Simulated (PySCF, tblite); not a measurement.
**C5H7BCl2O: geometry, infrared bands and NMR shifts**

Wanted: the infrared bands and NMR shifts of C5H7BCl2O (`ClB(Cl)[C@@H]1C=COCC1`), by calculation.

The runs use tblite 0.8.0 and PySCF 2.14.0, with density-fitted response routines of our own; the level of theory stands in each step. All values are computed, except where a source is named. Atoms count from 0, in the outputs and in this text.

### Step 1. Starting geometry

16 atoms, charge 0, multiplicity 1; geometry from: force field or distance geometry start.

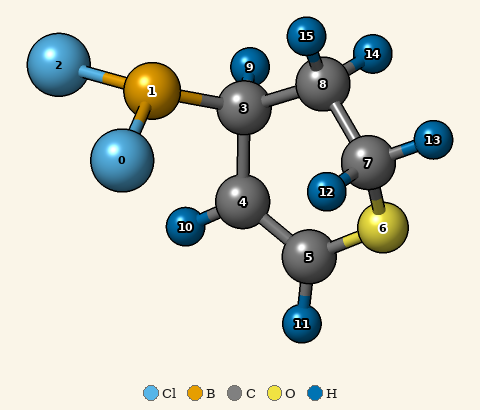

The starting geometry (chlorine blue, boron amber, carbon grey, oxygen yellow, hydrogen blue), atoms numbered.

### Step 2. Optimising the geometry with GFN2-xTB

The job: settings as JSON, then the geometry in Å.

```
{"job": {"kind": "relax", "xc": "GFN2-xTB", "basis": "xTB"}, "charge": 0, "multiplicity": 1}
Cl     1.397800    -0.386900     2.432000
B      1.880000    -0.483300     0.650600
Cl     3.593700     0.116700     0.280300
C      0.798700    -0.130600    -0.450500
C      0.359700     1.254100    -0.162400
C     -0.914400     1.604000    -0.111400
O     -1.890900     0.651200    -0.307000
C     -1.598900    -0.669300     0.149900
C     -0.329100    -1.130800    -0.515100
H      1.255500    -0.111800    -1.469000
H      1.107600     2.034000    -0.013100
H     -1.129100     2.640500     0.096500
H     -1.481700    -0.657500     1.253700
H     -2.421200    -1.365400    -0.149100
H     -0.579700    -1.242400    -1.597600
H     -0.055500    -2.113400    -0.099200
```

Launch:

```bash
$ OMP_NUM_THREADS=1 python probes_run.py task.json out
```

This one command runs all jobs of the session in turn.

What it wrote:

```text
step      E/eV     max force
  0    -780.61276    2.883
  1    -780.93006    2.088
  2    -781.20389    1.072
  3    -781.27100    0.813
  4    -781.32906    0.630
  5    -781.35880    0.486
  6    -781.38135    0.339
  7    -781.39489    0.332
  8    -781.40409    0.258
  9    -781.41462    0.252
 10    -781.42217    0.214
 11    -781.42933    0.231
 12    -781.43718    0.240
 13    -781.44671    0.247
 14    -781.45719    0.228
 15    -781.46800    0.268
 16    -781.47939    0.294
 17    -781.49249    0.331
 18    -781.50572    0.297
 19    -781.51603    0.236
 20    -781.52288    0.172
 21    -781.52753    0.205
 22    -781.53321    0.203
 23    -781.53992    0.236
 24    -781.54567    0.193
 25    -781.54916    0.157
 26    -781.55163    0.128
 27    -781.55427    0.131
 28    -781.55676    0.117
 29    -781.55877    0.141
 30    -781.56066    0.146
 31    -781.56304    0.137
 32    -781.56595    0.174
 33    -781.56858    0.135
 34    -781.57027    0.074
 35    -781.57146    0.076
 36    -781.57286    0.100
 37    -781.57453    0.116
 38    -781.57598    0.084
 39    -781.57702    0.077
 40    -781.57784    0.068
 41    -781.57868    0.087
 42    -781.57950    0.091
 43    -781.58010    0.058
 44    -781.58055    0.064
 45    -781.58098    0.056
 46    -781.58137    0.062
 47    -781.58168    0.050
 48    -781.58192    0.038
 49    -781.58220    0.046
 50    -781.58258    0.057
 51    -781.58313    0.083
 52    -781.58383    0.078
 53    -781.58457    0.066
 54    -781.58528    0.060
 55    -781.58591    0.075
 56    -781.58645    0.083
 57    -781.58694    0.058
 58    -781.58743    0.056
 59    -781.58794    0.062
 60    -781.58847    0.071
 61    -781.58896    0.074
 62    -781.58930    0.050
 63    -781.58948    0.029
 64    -781.58961    0.035
 65    -781.58978    0.036
 66    -781.59004    0.046
 67    -781.59039    0.056
 68    -781.59077    0.060
 69    -781.59110    0.049
 70    -781.59138    0.041
 71    -781.59165    0.046
 72    -781.59191    0.051
 73    -781.59217    0.054
 74    -781.59245    0.045
 75    -781.59272    0.040
 76    -781.59291    0.031
 77    -781.59308    0.031
 78    -781.59323    0.034
 79    -781.59344    0.044
 80    -781.59374    0.047
 81    -781.59409    0.048
 82    -781.59440    0.040
 83    -781.59472    0.053
 84    -781.59515    0.068
 85    -781.59569    0.081
 86    -781.59614    0.094
 87    -781.59694    0.068
 88    -781.59780    0.066
 89    -781.59883    0.091
 90    -781.60005    0.116
 91    -781.60121    0.124
 92    -781.60219    0.100
 93    -781.60301    0.082
 94    -781.60356    0.051
 95    -781.60414    0.059
 96    -781.60448    0.072
 97    -781.60488    0.049
 98    -781.60510    0.034
 99    -781.60519    0.023
100    -781.60525    0.017
101    -781.60532    0.021
102    -781.60540    0.020
103    -781.60547    0.021
104    -781.60555    0.024
105    -781.60563    0.024
106    -781.60573    0.022
107    -781.60580    0.015
108    -781.60585    0.012
109    -781.60587    0.010
```

It took 1.7 s on 1 thread of Arm Neoverse N1, shared host; peak memory 0.18 GiB.

Relaxation path: (not every step is listed)

```
step  energy from step 0 (eV)  largest force (eV/Å)
   0                   0.0000                2.8825
   1                  -0.3173                2.0881
   2                  -0.5911                1.0715
   3                  -0.6582                0.8129
   4                  -0.7163                0.6298
   5                  -0.7460                0.4861
   6                  -0.7686                0.3393
   7                  -0.7821                0.3324
   8                  -0.7913                0.2582
  17                  -0.8797                0.3310
  26                  -0.9389                0.1281
  35                  -0.9587                0.0760
  44                  -0.9678                0.0639
  53                  -0.9718                0.0661
  62                  -0.9765                0.0500
  71                  -0.9789                0.0456
  80                  -0.9810                0.0475
  89                  -0.9861                0.0913
  98                  -0.9923                0.0336
 104                  -0.9928                0.0244
 105                  -0.9929                0.0243
 106                  -0.9930                0.0220
 107                  -0.9930                0.0148
 108                  -0.9931                0.0118
 109                  -0.9931                0.0097
```

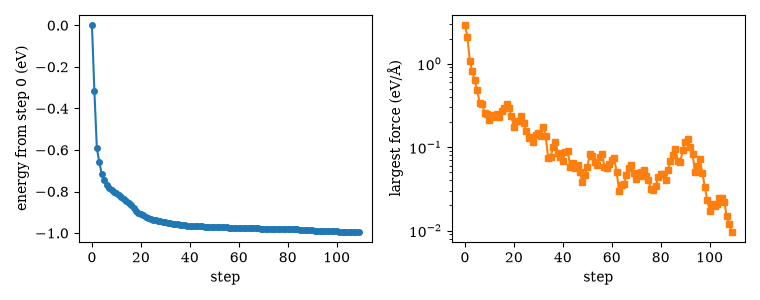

Energy and largest force along the relaxation.

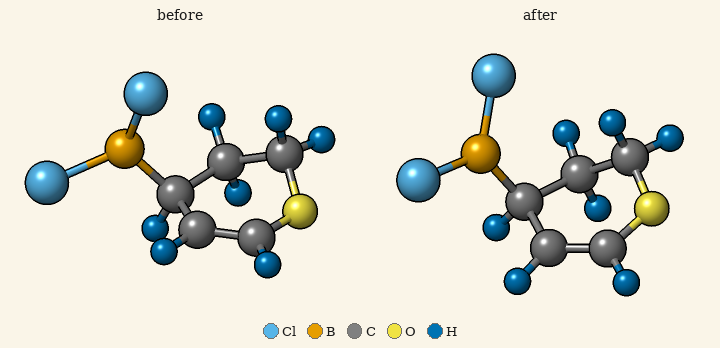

Before and after, at one scale.

Distances of close pairs at the start and the end, largest changes first:

```
  bond  before (Å)  after (Å)  change (Å)
B1–Cl2       1.853      1.719      -0.135
Cl0–B1       1.848      1.719      -0.129
 C3–C4       1.481      1.516      +0.035
 C3–C8       1.509      1.536      +0.028
C7–H13       1.118      1.092      -0.026
C8–H14       1.117      1.092      -0.025
 C5–O6       1.378      1.354      -0.025
 C7–C8       1.506      1.527      +0.021
```

The end geometry stands in the next job.

### Step 3. Harmonic vibrations with GFN2-xTB

The job: settings as JSON, then the geometry in Å.

```
{"job": {"kind": "ir", "xc": "GFN2-xTB", "basis": "xTB"}, "charge": 0, "multiplicity": 1}
Cl     1.450779    -1.594181     1.990814
B      1.785599    -0.376554     0.824393
Cl     3.167804     0.614414     1.070837
C      0.860426    -0.134769    -0.459627
C      0.367017     1.298390    -0.460070
C     -0.902175     1.604081    -0.222497
O     -1.892316     0.732902     0.082076
C     -1.461475    -0.585301     0.362898
C     -0.364648    -1.052701    -0.591116
H      1.481579    -0.257351    -1.356646
H      1.080679     2.073768    -0.676527
H     -1.278259     2.615565    -0.271878
H     -1.095595    -0.630415     1.396711
H     -2.351914    -1.212251     0.276705
H     -0.746334    -0.999465    -1.612321
H     -0.108766    -2.087189    -0.365164
```

What it wrote:

```text
mode    cm-1     km/mol
  1      22.0      0.13
  2      84.7      1.37
  3     122.5      1.79
  4     191.4      4.48
  5     229.2      1.37
  6     250.5      1.36
  7     332.3      1.37
  8     406.6     14.67
  9     426.0      7.28
 10     492.7      1.65
 11     513.7      6.65
 12     599.5     14.92
 13     752.4     54.44
 14     769.7     41.68
 15     781.5     57.08
 16     865.7     11.50
 17     878.1     12.75
 18     912.3     26.40
 19     968.3     78.30
 20     990.1     73.05
 21    1007.1     11.81
 22    1057.5     16.06
 23    1101.8     32.09
 24    1109.8      7.35
 25    1170.0      9.67
 26    1193.1     30.08
 27    1224.5     14.80
 28    1238.0     24.11
 29    1269.4     13.81
 30    1302.2     40.52
 31    1328.8     17.18
 32    1338.5     14.84
 33    1466.2      6.82
 34    1470.5      2.85
 35    1712.5    112.49
 36    2894.0     23.98
 37    2907.7     39.44
 38    2979.3     22.16
 39    2989.3     35.94
 40    3008.6     29.05
 41    3081.2     18.16
 42    3125.3     21.62
```

Wall time 1.2 s (1 thread of Arm Neoverse N1, shared host); peak memory 0.18 GiB.

The strongest bands and the atoms that carry them (share of the mass-weighted mode):

```
cm⁻¹  km/mol                                atoms
 752    54.4                              B1 45 %
 770    41.7           H10 28 %, B1 21 %, C5 11 %
 782    57.1                    H10 31 %, B1 19 %
 968    78.3  C4 23 %, H15 15 %, C3 13 %, C7 12 %
 990    73.0           H13 16 %, O6 15 %, C7 14 %
1302    40.5         H11 29 %, H12 13 %, H10 13 %
1712   112.5                     C5 49 %, C4 45 %
2908    39.4                             H12 91 %
```

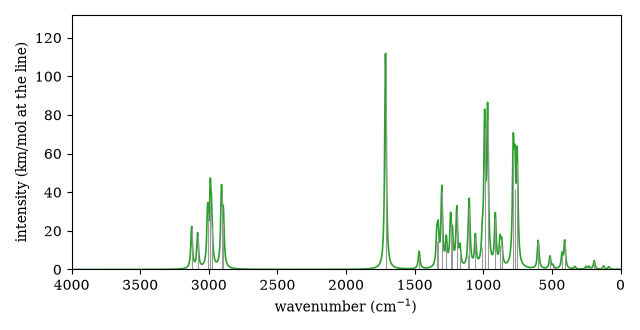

The infrared spectrum from these modes, unscaled. Lines are broadened to a width of 14 cm⁻¹ (Lorentzian).

### Step 4. NMR shieldings: PBE0/pcSseg-1

Same as in step 3 but for these lines:

```diff
@@ -1,2 +1,2 @@
-{"job": {"kind": "ir", "xc": "GFN2-xTB", "basis": "xTB"}, "charge": 0, "multiplicity": 1}
+{"job": {"kind": "nmr", "xc": "PBE0", "basis": "pcSseg-1"}, "charge": 0, "multiplicity": 1}
 Cl     1.450779    -1.594181     1.990814
```

With the program's defaults for keys left out, this is: GIAO PBE0/pcSseg-1 NMR shielding, non-relativistic, gas phase.

What it wrote:

```text
coarse grid: 15192 points
cycle   1  E = -1214.4373812017  dE =  1.430e+00  |g| = 5.375e-01  |ddm| = 3.699e+00
cycle   2  E = -1214.4036526864  dE =  3.373e-02  |g| = 7.023e-01  |ddm| = 1.009e+00
cycle   3  E = -1214.4976980202  dE = -9.405e-02  |g| = 1.097e-01  |ddm| = 6.245e-01
cycle   4  E = -1214.4995152175  dE = -1.817e-03  |g| = 5.322e-02  |ddm| = 1.231e-01
cycle   5  E = -1214.5001496562  dE = -6.344e-04  |g| = 1.277e-02  |ddm| = 5.378e-02
cycle   6  E = -1214.5001854150  dE = -3.576e-05  |g| = 4.040e-03  |ddm| = 1.322e-02
cycle   7  E = -1214.5001888026  dE = -3.388e-06  |g| = 1.017e-03  |ddm| = 3.829e-03
final grid: 139552 points
cycle   8  E = -1214.5607658062  dE = -4.427e-05  |g| = 1.208e-02  |ddm| = 3.179e-02
cycle   9  E = -1214.5607299280  dE =  3.588e-05  |g| = 1.823e-02  |ddm| = 2.047e-02
cycle  10  E = -1214.5607927158  dE = -6.279e-05  |g| = 2.312e-03  |ddm| = 1.363e-02
cycle  11  E = -1214.5607938277  dE = -1.112e-06  |g| = 5.876e-04  |ddm| = 2.547e-03
cycle  12  E = -1214.5607939073  dE = -7.960e-08  |g| = 1.243e-04  |ddm| = 5.887e-04
cycle  13  E = -1214.5607939106  dE = -3.364e-09  |g| = 4.223e-05  |ddm| = 1.327e-04
cycle  14  E = -1214.5607939110  dE = -3.902e-10  |g| = 8.465e-06  |ddm| = 4.120e-05
converged SCF energy = -1214.5607939110

GIAO shielding tensors (ppm)
atom      isotropic    diamagn.    paramagn.     s11        s22        s33       span
  0 Cl     698.033    1147.701    -449.667    426.389    727.866    939.845    513.456
  1 B       39.398     189.665    -150.267     -0.570     35.564     83.199     83.769
  2 Cl     677.632    1147.073    -469.441    390.891    729.382    912.622    521.731
  3 C      152.275     248.464     -96.190    128.250    153.189    175.386     47.136
  4 C       85.390     258.299    -172.910     -4.141    104.665    155.645    159.787
  5 C       34.428     247.776    -213.348    -69.826     61.334    111.775    181.601
  6 O      215.022     394.844    -179.822    104.439    206.237    334.392    229.953
  7 C      120.323     246.559    -126.236     96.744    107.293    156.932     60.188
  8 C      159.509     247.363     -87.854    149.715    159.439    169.374     19.659
  9 H       29.450      30.430      -0.980     24.897     28.263     35.190     10.293
 10 H       26.808      32.107      -5.298     23.818     27.271     29.336      5.518
 11 H       25.107      28.882      -3.775     21.753     25.606     27.963      6.210
 12 H       27.571      30.475      -2.903     22.045     28.494     32.175     10.130
 13 H       27.402      28.923      -1.521     22.581     27.098     32.526      9.945
 14 H       29.804      30.323      -0.519     25.201     27.337     36.873     11.672
 15 H       29.678      30.693      -1.015     25.216     29.345     34.473      9.256
```

Wall time 68 s (1 thread of Arm Neoverse N1, shared host); peak memory 0.91 GiB.

Shifts follow as δ = σ(reference) − σ, with reference shieldings (ppm) from runs at the same level and on the same kind of geometry: 1H TMS 31.72, 13C TMS 186.9, 17O H2O 336.1, 11B BF3·OEt2 100.1, 35Cl HCl 950. The references are single molecules in the gas phase, so shifts against H2O, NH3, PH3, H3PO4 or CFCl3 are not on the usual liquid scales and can be off by tens of ppm. Atoms listed in one row are averaged.

```
   atoms                                                  environment  σ (ppm)  δ (ppm)  δ scaled to CDCl3
      C5                                 alkene carbon bearing oxygen     34.4    152.5              146.9
      C4                β carbon of an enol-ether or enamine type C=C     85.4    101.5               97.2
      C7                                          sp3 CH2 bonded to O    120.3     66.6               63.1
      C3                                   allylic sp3 CH bonded to B    152.3     34.7               31.9
      C8                                            sp3 CH2 in a ring    159.5     27.4               24.8
     H11                  hydrogen on an alkene carbon bearing oxygen    25.11     6.61               6.34
     H10  hydrogen on a β carbon of an enol-ether or enamine type C=C    26.81     4.91               4.73
     H13                           hydrogen on an sp3 CH2 bonded to O    27.40     4.32               4.17
     H12                           hydrogen on an sp3 CH2 bonded to O    27.57     4.15               4.01
      H9                    hydrogen on an allylic sp3 CH bonded to B    29.45     2.27               2.24
     H15                             hydrogen on an sp3 CH2 in a ring    29.68     2.04               2.03
     H14                             hydrogen on an sp3 CH2 in a ring    29.80     1.91               1.91
Cl0, Cl2                                         chlorine bonded to B      688      262                  –
      B1                                      boron bonded to C, 2 Cl     39.4     60.7                  –
      O6                                                 ether oxygen    215.0    121.1                  –
```

The scaled column applies a straight-line fit of computed shieldings to shifts measured in CDCl3, with any fitted terms for Cl, Br or S neighbours (root-mean-square error 0.16 ppm for H, 1.9 ppm for C).

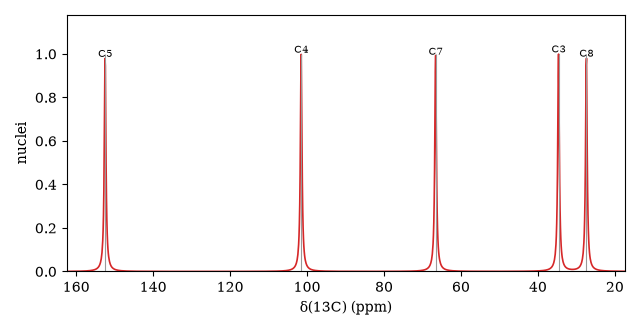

13C lines at the computed shifts, without couplings. Lines are broadened to a width of 0.50 ppm (Lorentzian).

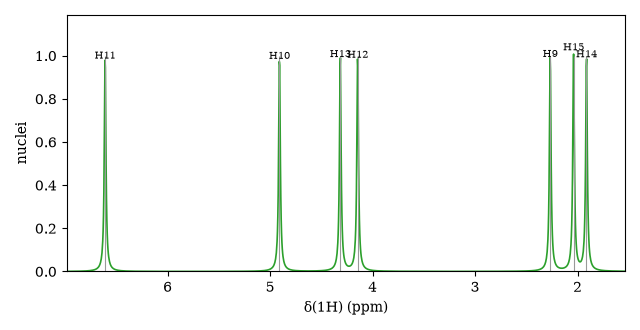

1H lines at the computed shifts, without couplings. Lines are broadened to a width of 0.02 ppm (Lorentzian).

Charges from the same density, by scheme (e):

```
   atoms  Mulliken    IAO  Hirshfeld  ESP fit
Cl0, Cl2     -0.17  -0.04      -0.04    -0.10
      B1      0.51   0.14       0.17     0.10
      C3     -0.41  -0.26      -0.11     0.42
      C4     -0.27  -0.25      -0.10    -0.55
      C5      0.22   0.04       0.02     0.19
      O6     -0.46  -0.33      -0.12    -0.39
      C7      0.07  -0.06       0.00     0.24
      C8     -0.20  -0.27      -0.08    -0.32
```

Hirshfeld charges:

Cl0 -0.03; B1 0.17; Cl2 -0.05; C3 -0.11; C4 -0.10; C5 0.02; O6 -0.12; C7 0.00; C8 -0.08; H9 0.05; H10 0.04; H11 0.06; H12 0.02; H13 0.05; H14 0.04; H15 0.04

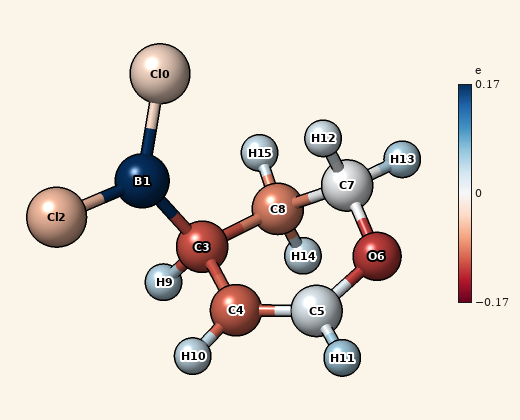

Hirshfeld charges, as colours on the atoms.

Mayer bond orders: Cl0–B1 1.17, B1–Cl2 1.17, B1–C3 0.94, C3–C4 1.00, C4–C5 1.81, C5–O6 1.05, O6–C7 0.89, C7–C8 1.03, C8–C3 1.04.

Ring of atoms C3, C4, C5, O6, C7, C8: NICS(0) -2.2, NICS(1) -2.5, NICS(1)zz 0.2 ppm (means of both faces).

### Step 5. Summary of results

```
                                                                quantity                                         value
                               strongest single infrared mode (GFN2-xTB)                         1712 cm⁻¹, 112 km/mol
                                            zero-point energy (GFN2-xTB)                                 72.3 kcal/mol
                                  13C shifts against TMS (PBE0/pcSseg-1)            152.5, 101.5, 66.6, 34.7, 27.4 ppm
                                   1H shifts against TMS (PBE0/pcSseg-1)  6.61, 4.91, 4.32, 4.15, 2.27, 2.04, 1.91 ppm
35Cl shifts against HCl (PBE0/pcSseg-1, means over atoms taken as alike)                                       262 ppm
                             11B shifts against BF3·OEt2 (PBE0/pcSseg-1)                                      60.7 ppm
                                  17O shifts against H2O (PBE0/pcSseg-1)                                     121.1 ppm
```

Over 109 steps the energy fell by 0.993 eV; of the close pairs, B1–Cl2 changed most, 1.853 to 1.719 Å. No mode is imaginary among the 42: a minimum at this level. The strongest single mode, at 1712 cm⁻¹, moves mainly C5 and C4. Unscaled tight-binding wavenumbers are off by several per cent, some by more. Its intensities can rank the bands wrongly. C5 (alkene carbon bearing oxygen) lies farthest downfield among carbon, at 152.5 ppm; an sp2 carbon further deshielded by the attached heteroatom. H11 (hydrogen on an alkene carbon bearing oxygen) lies farthest downfield among hydrogen, at 6.61 ppm; attached to an sp2 carbon and in the plane of the double bond. At PBE0/pcSseg-1: The largest span, 518 ppm, is at Cl0, Cl2, where the paramagnetic term is -460 ppm.
